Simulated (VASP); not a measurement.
Given:

```
CELL_PARAMETERS angstrom
      0.00000     2.83899     2.83899
      2.83899     0.00000     2.83899
      2.83899     2.83899     0.00000
ATOMIC_POSITIONS crystal
  Y  0.00000 0.00000 0.00000
  B  0.25000 0.25000 0.25000
```

Method: PBEsol GGA, VASP's PBE PAW potentials (set 64) (plane waves; VASP 6.6.1). Run with 520 eV cut-off, 12×12×12 Γ-centred mesh, tetrahedra with Blöchl corrections, potentials Y_sv B.

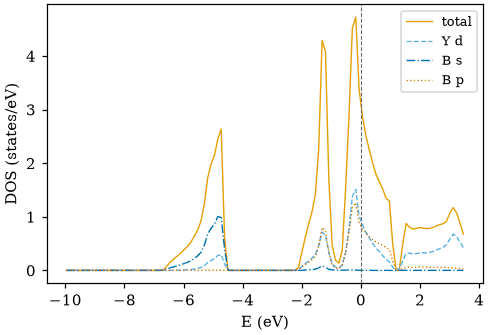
*Total and projected density of states, zero at the Fermi level*

Within 2 eV below the Fermi level the largest weight inside VASP's projection spheres is Y d, then B p.

It has no gap at this level: it comes out as a metal or semimetal.

The structure was generated: YB was put into the zinc blende type (F-43m), which need not be its known phase. It was relaxed first, which changed the volume by -28 %.
